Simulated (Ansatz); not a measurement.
# Calculations on Si$_{3}$N$_{3}$H$_{13}$

Part 1: Relaxation

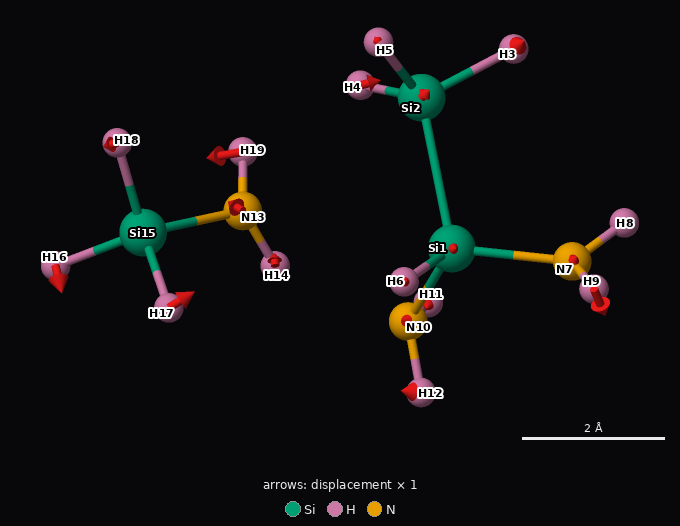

A relaxation of Si3N3H13. The starting structure is drawn; red arrows show the displacements, at their true length. The two geometries are superimposed by the best rigid fit.

Style: ball-and-stick. Shown face on.

The run prepares an end point of a later path (reaction) calculation, from a guessed geometry.

Method: RKS PBE/def2-SVP in Ansatz.

Input file:
```yaml
crystal:
  periodic: [false, false, false]
  atoms:
    - { symbol: Si, position_ang: [-0.303309, 0.163245, 0.073641] }
    - { symbol: Si, position_ang: [-0.666858, 0.164257, 2.304161] }
    - { symbol: H, position_ang: [-1.86045, 1.044874, 2.609837] }
    - { symbol: H, position_ang: [-1.010159, -1.178807, 2.912226] }
    - { symbol: H, position_ang: [0.497221, 0.748653, 3.059047] }
    - { symbol: H, position_ang: [1.120671, 0.381325, -0.351332] }
    - { symbol: "N", position_ang: [-1.159503, 1.499949, -0.6645] }
    - { symbol: H, position_ang: [-2.038751, 1.880343, -0.307245] }
    - { symbol: H, position_ang: [-0.669298, 2.173436, -1.258907] }
    - { symbol: "N", position_ang: [-0.752635, -1.453368, -0.519] }
    - { symbol: H, position_ang: [-1.669823, -1.800195, -0.211922] }
    - { symbol: H, position_ang: [-0.687861, -1.574381, -1.538018] }
    - { symbol: "N", position_ang: [1.372934, -1.902497, 1.518432] }
    - { symbol: H, position_ang: [0.766587, -2.175363, 0.722656] }
    - { symbol: Si, position_ang: [3.0795, -2.302349, 1.508544] }
    - { symbol: H, position_ang: [3.416715, -3.777767, 1.544295] }
    - { symbol: H, position_ang: [3.675854, -1.737947, 0.247387] }
    - { symbol: H, position_ang: [3.727063, -1.669885, 2.710141] }
    - { symbol: H, position_ang: [0.832502, -2.040823, 2.396957] }
basis:
  gaussian: { orbitals: def2-SVP }
hamiltonian:
  xc: pbe
relax:
  f_tol: 0.03
  max_steps: 50
```

Command:
```bash
ansatz run input.yaml --threads 4 --pin off --max-ram 5120MiB --backend cpu --events-out ev --progress --plain --runs-dir out
```

Question: Describe the change and its energy.

Answer: The largest move after the best rigid fit is that of H19, 0.65 Å. By element the largest moves are H 0.65 Å, N 0.35 Å, Si 0.18 Å. Some distances before and after: Si1–Si2 2.260 → 2.360 Å, N13–H19 1.041 → 1.024 Å, N13–Si15 1.753 → 1.748 Å. Among the angles between lasting bonds that change: N7–Si1–N10 115.5° → 120.9°, Si2–Si1–N7 109.7° → 105.8°, Si1–N7–H8 123.9° → 120.2°. The energy falls by 4.39 kcal/mol in 13 accepted moves (16 points after the start). Largest force component: 1.2 eV/Å at the start, 0.018 eV/Å at the end. The line search rejected the trial steps at points 3, 6, 14 of the run.

Part 2: Relaxation

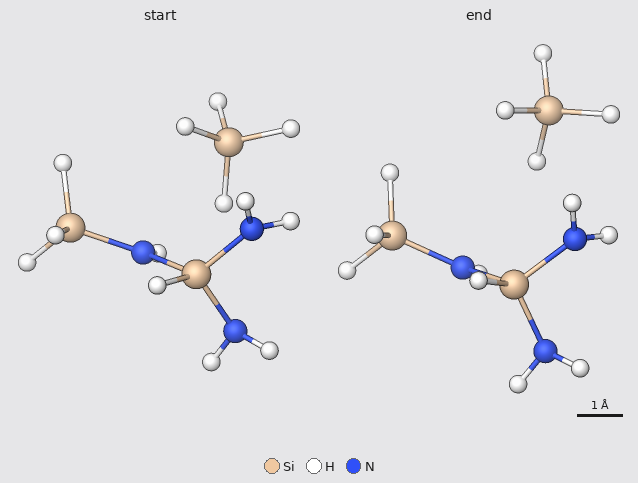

The structure of Si3N3H13 before (left) and after (right) a relaxation, at one scale.

A ball-and-stick model, seen at a tilt.

The run prepares an end point of a later path (reaction) calculation, from a guessed geometry.

The calculation used RKS PBE/def2-SVP in Ansatz 0.2.0.

The input:
```yaml
crystal:
  periodic: [false, false, false]
  atoms:
    - { symbol: Si, position_ang: [0.23886, -0.604018, -0.389305] }
    - { symbol: Si, position_ang: [-0.450744, 0.059296, 2.914294] }
    - { symbol: H, position_ang: [-1.56836, 1.064831, 2.854728] }
    - { symbol: H, position_ang: [-0.444879, -0.440146, 4.342094] }
    - { symbol: H, position_ang: [0.864741, 0.724792, 2.654858] }
    - { symbol: H, position_ang: [1.39928, -0.13491, -1.223414] }
    - { symbol: "N", position_ang: [-0.563959, 0.87392, 0.051786] }
    - { symbol: H, position_ang: [-1.507988, 0.898011, 0.433583] }
    - { symbol: H, position_ang: [-0.075356, 1.76715, 0.12912] }
    - { symbol: "N", position_ang: [-1.039375, -1.577229, -1.056834] }
    - { symbol: H, position_ang: [-0.809169, -2.535181, -1.325528] }
    - { symbol: H, position_ang: [-1.670275, -1.149343, -1.739543] }
    - { symbol: "N", position_ang: [1.047361, -1.718231, 0.76376] }
    - { symbol: H, position_ang: [0.43419, -2.355206, 1.277767] }
    - { symbol: Si, position_ang: [2.747497, -1.818743, 1.170484] }
    - { symbol: H, position_ang: [3.269597, -3.226913, 1.029492] }
    - { symbol: H, position_ang: [3.495894, -0.912996, 0.234893] }
    - { symbol: H, position_ang: [3.031674, -1.375053, 2.586162] }
    - { symbol: H, position_ang: [-0.728589, -1.097332, 2.048004] }
basis:
  gaussian: { orbitals: def2-SVP }
hamiltonian:
  xc: pbe
relax:
  f_tol: 0.03
  max_steps: 50
```

Command:
```bash
ansatz run input.yaml --threads 4 --pin off --max-ram 5120MiB --backend cpu --events-out ev --progress --plain --runs-dir out
```

Describe what moved and what it gained.

Answer. The largest move after the best rigid fit is that of H4, 1.16 Å. By element the largest moves are H 1.16 Å, Si 0.72 Å, N 0.60 Å. Among the contacts that change: Si1–Si2 3.439 → 4.330 Å, Si1–N13 1.796 → 1.760 Å, Si2–H19 1.472 → 1.501 Å, Si2–H4 1.513 → 1.505 Å. Bond angles that change, for instance: N7–Si1–N13 124.9° → 120.7°, H5–Si2–H19 114.4° → 110.6°, H3–Si2–H4 105.1° → 108.2°. The energy falls by 0.393 eV in 16 accepted moves (17 points after the start). The largest force component goes from 0.81 to 0.02 eV/Å. The line search rejected the trial step at point 10 of the run. The forces were under the threshold at step 11, but the run went on from there.

Part 3: Path

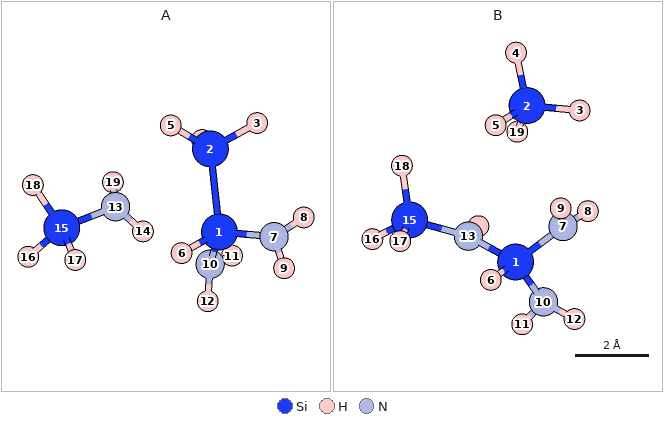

The two relaxed end points of a path for Si₃N₃H₁₃. The picture is a ball-and-stick view, seen at a tilt.

All numbers below come from RKS PBE/def2-SVP (Ansatz).

Run with 9 movable images; climbing image; force threshold 0.05 eV/Å; iteration limit 60.

Start:
```xyz
19

Si   -0.2737    0.2700    0.0396
Si   -0.6901    0.3338    2.3619
H    -1.7624    1.3692    2.6302
H    -1.2257   -0.9730    2.8898
H     0.5230    0.7378    3.1507
H     1.1586    0.4610   -0.3718
N    -1.1422    1.6275   -0.6365
H    -2.0853    1.8491   -0.3087
H    -1.0143    1.9143   -1.6107
N    -0.6159   -1.3937   -0.4964
H    -1.5537   -1.7672   -0.3122
H    -0.3501   -1.6319   -1.4592
N     1.3213   -2.1628    1.7418
H     0.6930   -2.1895    0.9167
Si    3.0429   -2.3183    1.4832
H     3.5564   -3.6985    1.1178
H     3.4190   -1.3953    0.3550
H     3.7638   -1.9114    2.7421
H     0.9056   -2.6784    2.5229
```

End:
```xyz
19

Si    0.3599   -0.6634   -0.6291
Si   -0.5687    0.3903    3.4668
H    -1.7054    1.2359    2.9596
H    -0.5889    0.4273    4.9708
H     0.7393    0.9441    2.9805
H     1.5550    0.1029   -1.1293
N    -0.7301    0.5655   -0.0580
H    -1.6661    0.3444    0.2868
H    -0.3862    1.4520    0.3133
N    -0.6177   -1.6182   -1.7047
H    -0.2235   -2.4783   -2.0928
H    -1.2016   -1.1403   -2.3945
N     1.0452   -1.8423    0.4833
H     0.3707   -2.5396    0.8219
Si    2.6367   -1.9145    1.2094
H     3.2490   -3.2864    1.0638
H     3.5089   -0.9098    0.5100
H     2.6362   -1.5982    2.6878
H    -0.7423   -1.0289    3.0110
```

**What barrier does the band find between them, and by what path?**

The energy climbs by 1.52 eV to image 6 and then falls by 2.06 eV, so the end point sits at −0.54 eV. Breaking: N13–H19 (1.02 → 1.10 at the top → 3.20 Å), Si1–Si2 (2.36 → 3.07 at the top → 4.33 Å). Forming: Si1–N13 (3.37 → 2.00 at the top → 1.76 Å), Si2–H19 (3.41 → 2.21 at the top → 1.50 Å). The band converged in 31 iterations, with a climbing image at the top. At the top, the vibrational analysis gives one imaginary mode (251i cm⁻¹), as a transition state must have.

Energies of the converged images:

| image | path (Å) | E (eV) |
| --- | --- | --- |
| 0 | 0.00 | 0.000 |
| 1 | 1.66 | 0.029 |
| 2 | 3.33 | 0.134 |
| 3 | 4.99 | 0.172 |
| 4 | 6.66 | 0.303 |
| 5 | 8.34 | 0.715 |
| 6 | 10.01 | 1.518 |
| 7 | 11.62 | -0.326 |
| 8 | 13.23 | -0.515 |
| 9 | 14.85 | -0.540 |
| 10 | 16.46 | -0.540 |

The geometry at the top of the path:

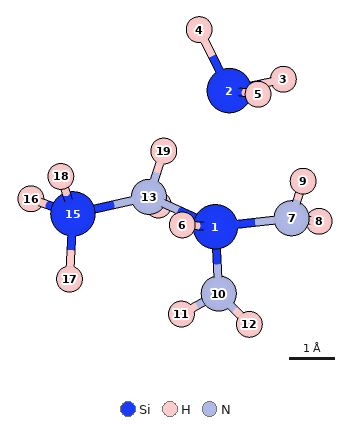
